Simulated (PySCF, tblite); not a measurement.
# C₅H₁₄Si₂: geometry, infrared bands, NMR shifts and electronic excitations, part 2 of 2

tblite 0.8.0 and PySCF 2.14.0. Atoms count from 0.

## Step 6: TDDFT and polarisability: CAM-B3LYP/def2-SVPD

Job settings and geometry (Å):

```
{"job": {"kind": "uv", "xc": "CAM-B3LYP", "basis": "def2-SVPD", "ip": true}, "charge": 0, "multiplicity": 1}
Si     1.277107     1.946759     0.310429
C      0.736343     0.283344    -0.406598
Si     2.013926    -1.065809    -0.058249
C     -0.658617    -0.117501     0.070976
C     -1.375449    -1.329522    -0.568024
C     -2.700917    -0.559054    -0.436949
C     -1.886222     0.740878    -0.314774
H      2.629177     2.327111    -0.202799
H      0.309702     3.026461    -0.058573
H      1.340187     1.861121     1.803380
H      0.721419     0.414372    -1.506958
H      3.361375    -0.659801    -0.563710
H      2.109802    -1.309446     1.415374
H      1.626074    -2.349424    -0.722020
H     -0.648564    -0.248417     1.168510
H     -1.282937    -2.309875    -0.076227
H     -1.077824    -1.441326    -1.623766
H     -3.425227    -0.637298    -1.261083
H     -3.219124    -0.801070     0.503690
H     -2.225756     1.511340     0.393994
H     -1.734411     1.216266    -1.297761
```

With the program's defaults for keys left out, this is: TDDFT CAM-B3LYP/def2-SVPD, vertical, gas phase, core orbitals frozen in the response.

The log of the run:

```text
coarse grid: 17360 points
cycle   1  E = -777.3319263374  dE =  5.111e-01  |g| = 3.158e-01  |ddm| = 7.127e+00
cycle   2  E = -777.3455848979  dE = -1.366e-02  |g| = 2.481e-01  |ddm| = 1.073e+00
cycle   3  E = -777.3615957981  dE = -1.601e-02  |g| = 4.997e-02  |ddm| = 5.345e-01
cycle   4  E = -777.3622578092  dE = -6.620e-04  |g| = 1.620e-02  |ddm| = 1.624e-01
cycle   5  E = -777.3623246322  dE = -6.682e-05  |g| = 3.832e-03  |ddm| = 4.385e-02
cycle   6  E = -777.3623281901  dE = -3.558e-06  |g| = 5.411e-04  |ddm| = 1.007e-02
final grid: 155104 points
cycle   7  E = -777.4787792953  dE = -3.749e-05  |g| = 3.132e-03  |ddm| = 1.348e-01
cycle   8  E = -777.4787795083  dE = -2.130e-07  |g| = 3.146e-03  |ddm| = 1.929e-02
cycle   9  E = -777.4787820890  dE = -2.581e-06  |g| = 1.954e-04  |ddm| = 7.037e-03
cycle  10  E = -777.4787820984  dE = -9.410e-09  |g| = 1.308e-04  |ddm| = 1.139e-03
cycle  11  E = -777.4787821027  dE = -4.304e-09  |g| = 1.865e-05  |ddm| = 2.921e-04
cycle  12  E = -777.4787821028  dE = -1.130e-10  |g| = 6.341e-06  |ddm| = 7.451e-05
converged SCF energy = -777.4787821028

Static polarisability (au): isotropic 112.429, principal 95.209 117.843 124.237

Singlet excitations
state   eV       nm        f      main configurations
  1   7.5644    163.9   0.03340   H->L 0.79, H->L+1 0.17
  2   7.8833    157.3   0.05872   H->L+1 0.42, H->L+4 0.35
  3   8.0329    154.3   0.00091   H-1->L 0.81
  4   8.1439    152.2   0.01101   H->L+4 0.47, H->L+5 0.17, H->L+1 0.12
  5   8.2809    149.7   0.05491   H->L+5 0.66, H->L+1 0.16
  6   8.2996    149.4   0.02339   H->L+6 0.68, H->L+7 0.12, H->L+2 0.09
  7   8.3605    148.3   0.01469   H-1->L+1 0.45, H-1->L+4 0.37
  8   8.3784    148.0   0.01209   H->L+2 0.79, H->L+7 0.12
  9   8.4198    147.3   0.10866   H->L+3 0.66
 10   8.4790    146.2   0.01472   H-1->L+3 0.38, H-1->L+4 0.28, H-1->L+1 0.11

Triplet excitations (Tamm-Dancoff, eV): 7.2422 7.4900 7.7404 7.9533
Vertical ionisation energy (delta-SCF) = 9.8248 eV
```

Run time: 15 min. Hardware: 1 thread of Intel Xeon at 2.50GHz, shared host; peak memory 1.4 GiB.

Frontier orbitals and where they lie:

```
orbital      eV                        atoms
 HOMO−3  -10.60    C5 24 %, C6 20 %, C4 20 %
 HOMO−2  -10.36    C3 14 %, C4 12 %, C6 12 %
 HOMO−1   -9.69    C1 19 %, C3 16 %, C5 12 %
   HOMO   -9.29   C1 25 %, C3 12 %, Si2 12 %
   LUMO    1.13  Si0 20 %, Si2 20 %, H10 6 %
 LUMO+1    1.46  Si2 20 %, Si0 20 %, H13 8 %
 LUMO+2    1.59   Si0 21 %, Si2 21 %, H8 6 %
```

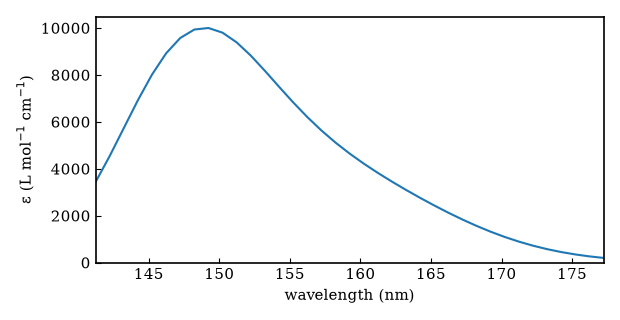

Absorption spectrum: each of the 10 states is a Gaussian band of 0.4 eV half-width at 1/e. Beyond the last state computed it falls off for lack of states.

Ground-state properties from the same run:

```
           property  computed
  dipole moment (D)      1.02
polarisability (Å³)     16.66
 HOMO–LUMO gap (eV)     10.43
      −ε(HOMO) (eV)      9.29
```

## Step 7: Nuclear shieldings: CAM-B3LYP/pcSseg-1

Same as in step 6 but for these lines:

```diff
@@ -1,2 +1,2 @@
-{"job": {"kind": "uv", "xc": "CAM-B3LYP", "basis": "def2-SVPD", "ip": true}, "charge": 0, "multiplicity": 1}
+{"job": {"kind": "nmr", "xc": "CAM-B3LYP", "basis": "pcSseg-1", "pop": false}, "charge": 0, "multiplicity": 1}
 Si     1.277107     1.946759     0.310429
```

With the program's defaults for keys left out, this is: GIAO CAM-B3LYP/pcSseg-1 NMR shielding, non-relativistic, gas phase.

The log of the run:

```text
coarse grid: 17360 points
cycle   1  E = -777.6676869332  dE =  5.542e-01  |g| = 3.277e-01  |ddm| = 3.943e+00
cycle   2  E = -777.6808671813  dE = -1.318e-02  |g| = 2.653e-01  |ddm| = 5.109e-01
cycle   3  E = -777.6981484405  dE = -1.728e-02  |g| = 4.708e-02  |ddm| = 2.748e-01
cycle   4  E = -777.6987093912  dE = -5.610e-04  |g| = 1.697e-02  |ddm| = 6.813e-02
cycle   5  E = -777.6987730619  dE = -6.367e-05  |g| = 3.671e-03  |ddm| = 1.932e-02
cycle   6  E = -777.6987761245  dE = -3.063e-06  |g| = 6.774e-04  |ddm| = 3.700e-03
final grid: 155104 points
cycle   7  E = -777.7512336295  dE = -2.778e-05  |g| = 3.734e-03  |ddm| = 2.010e-02
cycle   8  E = -777.7512337792  dE = -1.497e-07  |g| = 3.736e-03  |ddm| = 7.045e-03
cycle   9  E = -777.7512372630  dE = -3.484e-06  |g| = 2.390e-04  |ddm| = 3.394e-03
cycle  10  E = -777.7512372741  dE = -1.117e-08  |g| = 1.234e-04  |ddm| = 4.062e-04
cycle  11  E = -777.7512372774  dE = -3.285e-09  |g| = 2.975e-05  |ddm| = 1.401e-04
cycle  12  E = -777.7512372776  dE = -2.124e-10  |g| = 5.071e-06  |ddm| = 3.594e-05
converged SCF energy = -777.7512372776

GIAO shielding tensors (ppm)
atom      isotropic    diamagn.    paramagn.     s11        s22        s33       span
  0 Si     411.489     879.701    -468.212    380.258    387.950    466.258     86.000
  1 C      171.789     254.164     -82.375    146.826    170.528    198.014     51.188
  2 Si     411.450     879.794    -468.344    379.987    388.128    466.235     86.248
  3 C      145.303     247.261    -101.958    129.492    146.160    160.258     30.766
  4 C      148.259     248.987    -100.727    135.742    140.050    168.986     33.244
  5 C      163.844     253.142     -89.298    152.492    167.166    171.873     19.380
  6 C      148.315     249.303    -100.988    135.836    139.987    169.121     33.285
  7 H       27.575      28.924      -1.349     24.052     25.480     33.193      9.140
  8 H       27.394      29.356      -1.963     23.376     26.571     32.234      8.857
  9 H       27.718      29.516      -1.797     24.675     25.794     32.686      8.011
 10 H       31.476      33.445      -1.969     28.065     30.142     36.220      8.155
 11 H       27.576      29.010      -1.435     24.052     25.481     33.194      9.143
 12 H       27.719      29.608      -1.889     24.680     25.792     32.686      8.006
 13 H       27.390      29.462      -2.072     23.371     26.576     32.223      8.852
 14 H       29.481      34.388      -4.908     26.198     30.096     32.149      5.951
 15 H       29.227      31.125      -1.898     25.070     27.510     35.102     10.032
 16 H       29.848      32.296      -2.448     26.740     29.626     33.178      6.438
 17 H       29.694      29.152       0.542     25.584     26.343     37.156     11.572
 18 H       29.627      30.587      -0.960     26.582     26.940     35.358      8.777
 19 H       29.231      31.089      -1.858     25.085     27.497     35.111     10.026
 20 H       29.848      32.281      -2.433     26.738     29.611     33.196      6.458
```

It took 2 min on 1 thread of Intel Xeon at 2.50GHz, shared host; peak memory 1.1 GiB.

This run: δ C3 37.1, C4 34.2, C5 18.6, C1 10.7, H7 3.77, H15 2.10 ppm (means over like atoms).

## Step 8: Comparing the runs: NMR shifts

Shifts (ppm) of some atoms, chosen among heavy atoms and hydrogens apart, means over like atoms, with basis size and wall time:

```csv
run,C3,C4,C5,C1,H7,H10,Si0,functions,time
PBE0/pcSseg-1,37.2,34.3,18.8,10.5,3.86,0.02,-67.4,203,1.8 min
CAM-B3LYP/pcSseg-1,37.1,34.2,18.6,10.7,3.77,-0.15,-68.1,203,2 min
```

## Step 9: Outcome

The summary covers parts 1 to 2.

```
                                                                quantity                                         value
                               strongest single infrared mode (GFN2-xTB)                         2263 cm⁻¹, 758 km/mol
                                            zero-point energy (GFN2-xTB)                                103.8 kcal/mol
                                                             point group                                            Cs
                                    rotational constants (main isotopes)                          2.30, 1.22, 0.84 GHz
 13C shifts against TMS (PBE0/pcSseg-1, means over atoms taken as alike)                    37.2, 34.3, 18.8, 10.5 ppm
  1H shifts against TMS (PBE0/pcSseg-1, means over atoms taken as alike)  3.86, 2.13, 1.92, 1.72, 1.64, 1.52, 0.02 ppm
29Si shifts against TMS (PBE0/pcSseg-1, means over atoms taken as alike)                                     -67.4 ppm
                                    lowest singlet (CAM-B3LYP/def2-SVPD)                   7.56 eV (164 nm), f = 0.033
                                brightest single state of those computed                   state 9, 8.42 eV, f = 0.109
                                                          lowest triplet                                       7.24 eV
                                       vertical ionisation energy (ΔSCF)                                       9.82 eV
                                               range of the shift of Si0                            -68.1 to -67.4 ppm
```

In words: Relaxing lowered the energy by 0.259 eV in 69 steps; the close pair that moved most is Si2–H12, from 1.490 to 1.465 Å (GFN2-xTB). All 57 modes are real, so the xTB geometry is a minimum. The strongest single mode, at 2263 cm⁻¹, moves mainly H11 and H7. GFN2-xTB is a fitted tight-binding method: band positions and strengths are rough. Its intensities can rank the bands wrongly. Relaxing lowered the energy by 0.161 eV in 8 steps; the close pair that moved most is C1–C3, from 1.484 to 1.528 Å (PBE0/def2-SVP). No frequency check was run at this level, so the end point may be a saddle. At PBE0/pcSseg-1: Shielding is most anisotropic at Si0, Si2 (span 85 ppm, paramagnetic term -461 ppm). The first singlet state (HOMO→LUMO 0.79, HOMO→LUMO+1 0.17) lies at 7.56 eV and is weak; of the 10 states computed, the strongest absorption comes from state 9 at 8.42 eV. The lowest triplet lies 0.32 eV below the lowest singlet (triplets in Tamm-Dancoff, singlets in full TDDFT). ΔSCF puts the ionisation energy at 9.82 eV, 0.53 eV above −ε(HOMO). In ppm, Si0 (with its like atoms) moves most: its shift spreads over 0.7 ppm, from -68.1 (CAM-B3LYP/pcSseg-1) to -67.4 (PBE0/pcSseg-1).
